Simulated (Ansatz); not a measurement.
**C$_{2}$H$_{4}$F$_{2}$ (SMILES FCCF): density, localisation and related maps**

```xyz
8

F    -1.3000    0.7696    0.8675
C    -0.1044    0.7092    0.1852
C     0.2292   -0.7035   -0.1835
F    -0.6069   -1.1623   -1.1779
H    -0.1910    1.3296   -0.7118
H     0.6825    1.1121    0.8321
H     1.2602   -0.7500   -0.5511
H     0.1224   -1.3618    0.6837
```

Geometry: PBE0-D4/def2-TZVP.

The calculation used RKS PBE0-D4/def2-TZVPP (Ansatz).

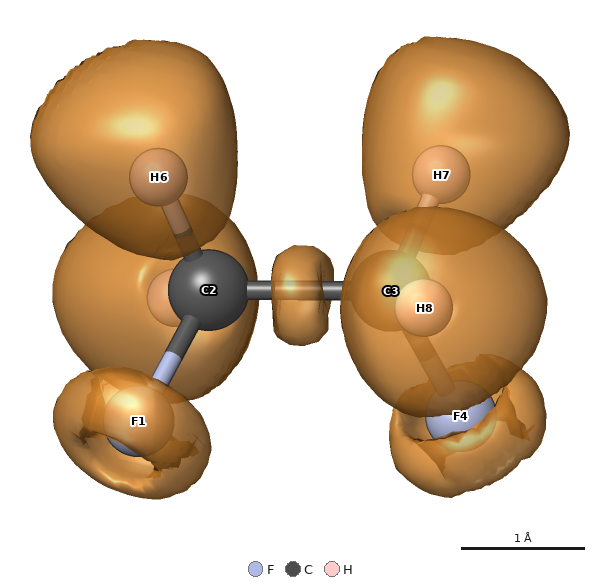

Figure 1. Isosurface of the electron localisation function at 0.85 (orange), seen across its widest extent. Only the valence region is drawn (cores and ρ < 0.01 e/Å³ removed).

> Where are the electrons localised?

At this value the surface marks out one region between bonded C–C atoms (shared pairs), four regions around hydrogen nuclei and two regions wrapped around F (its lone pairs, merged into a ring or cap). Along the contacts the grid gives the following. C–F (1.38 Å): the ELF peaks at about 0.85 between the atoms; a polar covalent bond. C–C (1.50 Å): the ELF peaks at about 1 between the atoms (localised, covalent bonding).

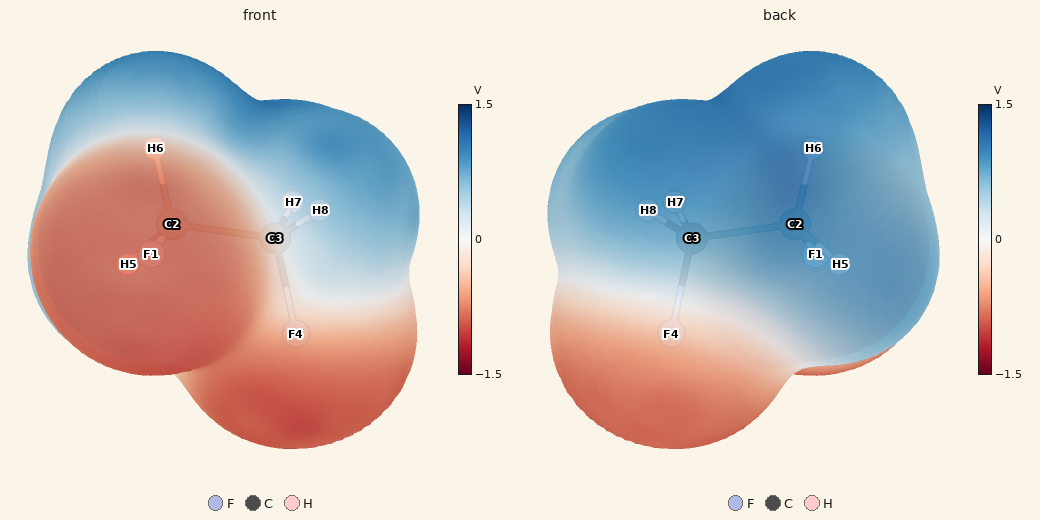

Figure 2. The electrostatic potential painted on the density surface at 0.001 e/bohr³, seen from the front and from behind; the colour scale runs from red (negative) to blue (positive).

> Describe the electrostatic potential map.

The most negative region (about −1.0 V, or −23 kcal/mol for a unit charge) lies over F1 and F4, the most positive (about +1.1 V, or +25 kcal/mol for a unit charge) over C2, C3, H6 and H7.

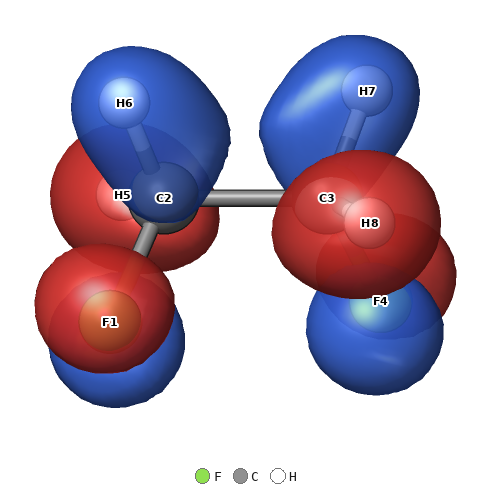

Figure 3. The HOMO−1 at ±0.15 Å⁻³ᐟ² (red and blue are the two phases), seen across its widest extent.

> Where does this orbital lie, and at what energy?

Its weight (Hirshfeld) is mainly on F1 (about 25 %), F4 (about 25 %), C2 (about 15 %), C3 (about 15 %), H5 (about 10 %) and H8 (about 10 %). Its energy is −10.00 eV.
